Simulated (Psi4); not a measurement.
**AlH (SMILES [AlH]): CAM-B3LYP/def2-TZVP (sweep point 7)**

Aim: the vertical ionisation energy of AlH at CAM-B3LYP/def2-TZVP (sweep point 7), from 2 runs. 

Program for the calculation: Psi4 1.11.

4 further runs of the same task are left out: 4 set aside as unsound or not needed.

### Step 1. The structure to begin with

The species is AlH (2 atoms), meant as a singlet with charge 0. As SMILES, `[AlH]`. The coordinates come from a PBE0-D4/def2-TZVP relaxation.

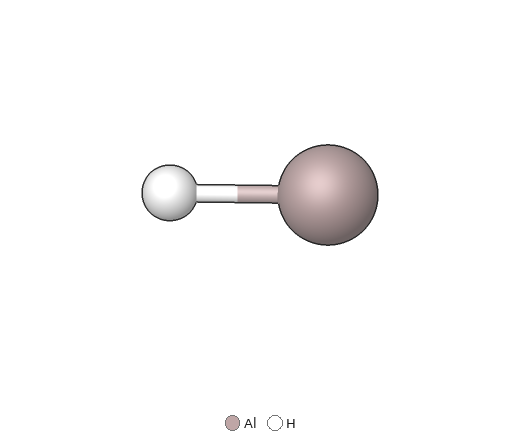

Viewed from a chosen angle; aluminium light grey, hydrogen white.

### Step 2. A single-point energy at CAM-B3LYP/def2-TZVP (sweep point 7)

Contents of alh.py:

```python
import psi4

psi4.set_memory(1600000000)
psi4.set_num_threads(1)
psi4.core.set_output_file('psi4.out', False)

molecule = psi4.geometry("""
0 1
Al     0.00000000     0.00000000    -0.04845258
H      0.00000000     0.00000000     3.09746899
units bohr
symmetry c1
""")

psi4.set_options({
    'basis': 'def2-TZVP',
    'puream': True,
    'scf_type': 'pk',
    'dft_radial_points': 150,
    'dft_spherical_points': 974,
})

energy_value, wavefunction = psi4.energy("cam-b3lyp", return_wfn=True)
print(f'total energy {energy_value:.8f} hartree = {energy_value * 27.211386:.5f} eV')
```

On the command line:

```bash
$ python alh.py
```

psi4.out:

```text
[...]
  Running in c1 symmetry.
[...]
  Nuclear repulsion =    4.132334424344851
[...]
  Multiplicity = 1
[...]
  Nalpha       = 7
  Nbeta        = 7
[...]
    Number of basis functions: 43
[...]
   @RKS iter   1:  -242.97000521571221   -4.56203e-01   4.82913e-03 DIIS/ADIIS
[...]
   @RKS iter   6:  -242.98277416811513   -5.08702e-08   4.69135e-07 DIIS
[...]
    Orbital Energies [Eh]
    ---------------------
    Doubly Occupied:
       1A    -56.108662     2A     -4.214595     3A     -2.768834
       4A     -2.768834     5A     -2.761038     6A     -0.429093
       7A     -0.257968
[...]
  @RKS Final Energy:  -242.98277416811513
   => Energetics <=
    Nuclear Repulsion Energy =              4.1323344243448510
    One-Electron Energy =                -345.6906931959900930
    Two-Electron Energy =                 112.9251805123763290
    DFT Exchange-Correlation Energy =     -14.3495959088462044
    Empirical Dispersion Energy =           0.0000000000000000
    VV10 Nonlocal Energy =                  0.0000000000000000
    Total Energy =                       -242.9827741681151281
[...]
 Multipole Moments:
 ------------------------------------------------------------------------------------
     Multipole            Electronic (a.u.)      Nuclear  (a.u.)        Total (a.u.)
 ------------------------------------------------------------------------------------
 L = 1.  Multiply by 2.5417464519 to convert [e a0] to [Debye]
 Dipole X            :          0.0000000            0.0000000            0.0000000
 Dipole Y            :          0.0000000            0.0000000            0.0000000
 Dipole Z            :         -1.6357408            1.5600499           -0.0756909
 Magnitude           :                                                    0.0756909
[...]
```

Standard output:

```text
total energy -242.98277417 hartree = -6611.89806 eV
```

It took 6.9 s on 1 thread of Intel Xeon at 2.70GHz, shared host; peak memory 0.56 GiB.

### Step 3. The doublet cation

Contents of alh.py:

```python
import psi4

psi4.set_memory(1600000000)
psi4.set_num_threads(1)
psi4.set_output_file('run.log', False)

m = psi4.geometry("""
1 2
Al     0.00000000     0.00000000    -0.04845258
H      0.00000000     0.00000000     3.09746899
units au
symmetry c1
""")

psi4.set_options({
    'basis': 'def2-TZVP',
    'reference': 'uks',
    'puream': True,
    'scf_type': 'pk',
    'dft_radial_points': 150,
    'dft_spherical_points': 974,
    'maxiter': 100,
})

e_tot, wfn = psi4.energy("CAM-B3LYP", molecule=m, return_wfn=True)
print(f'CAM-B3LYP energy: {e_tot:.10f} Eh')
```

On the command line:

```bash
$ python alh.py
```

run.log:

```text
[...]
  Running in c1 symmetry.
[...]
  Nuclear repulsion =    4.132334424344851
[...]
  Multiplicity = 2
[...]
  Nalpha       = 7
  Nbeta        = 6
[...]
    Number of basis functions: 43
[...]
   @UKS iter   1:  -242.65613919317798   -1.42337e-01   4.16769e-03 DIIS/ADIIS
[...]
   @UKS iter   8:  -242.68022966860033   -8.16670e-08   5.90926e-07 DIIS
[...]
   @S^2 Observed:                7.626897609E-01
[...]
    Orbital Energies [Eh]
    ---------------------
    Alpha Occupied:
       1A    -56.439715     2A     -4.541084     3A     -3.094199
       4A     -3.094199     5A     -3.090198     6A     -0.729324
       7A     -0.565016
    Alpha Virtual:
       8A     -0.271942     9A     -0.271942    10A     -0.146596
      11A     -0.047782    12A     -0.038615    13A     -0.038615
      14A     -0.020152    15A     -0.020152    16A      0.005801
      17A      0.034827    18A      0.034827    19A      0.122835
      20A      0.217356    21A      0.499980    22A      0.499980
      23A      0.502124    24A      0.502124    25A      0.503956
[...]
  @UKS Final Energy:  -242.68022966860033
   => Energetics <=
    Nuclear Repulsion Energy =              4.1323344243448510
    One-Electron Energy =                -341.3238994174093364
    Two-Electron Energy =                 108.7209236964314414
    DFT Exchange-Correlation Energy =     -14.2095883719672695
    Empirical Dispersion Energy =           0.0000000000000000
    VV10 Nonlocal Energy =                  0.0000000000000000
    Total Energy =                       -242.6802296686003331
[...]
 Multipole Moments:
 ------------------------------------------------------------------------------------
     Multipole            Electronic (a.u.)      Nuclear  (a.u.)        Total (a.u.)
 ------------------------------------------------------------------------------------
 L = 1.  Multiply by 2.5417464519 to convert [e a0] to [Debye]
 Dipole X            :          0.0000000            0.0000000            0.0000000
 Dipole Y            :          0.0000000            0.0000000            0.0000000
 Dipole Z            :         -1.6863194            1.5600499           -0.1262695
 Magnitude           :                                                    0.1262695
[...]
```

Standard output:

```text
CAM-B3LYP energy: -242.6802296686 Eh
```

Run time: 9.9 s. Hardware: 1 thread of Intel Xeon at 2.70GHz, shared host; peak memory 0.56 GiB.

### Step 4. What came out

Level: CAM-B3LYP/def2-TZVP (sweep point 7).

```
                                          quantity          value
                         singlet AlH: total energy  -242.98277 Eh
                        singlet AlH: dipole moment         0.19 D
                          singlet AlH: HOMO energy       -7.02 eV
                          singlet AlH: LUMO energy       -0.79 eV
                        singlet AlH: HOMO–LUMO gap        6.23 eV
                      doublet cation: total energy  -242.68023 Eh
doublet cation: HOMO energy (highest over α and β)      -15.37 eV
 doublet cation: LUMO energy (lowest over α and β)       -9.50 eV
                              doublet cation: ⟨S²⟩          0.763
vertical ionisation energy (to the doublet cation)       8.233 eV
```

Removing an electron at fixed nuclei costs 8.23 eV (794 kJ/mol). The negative HOMO energy of the first species, 7.02 eV, lies 1.21 eV below that difference.
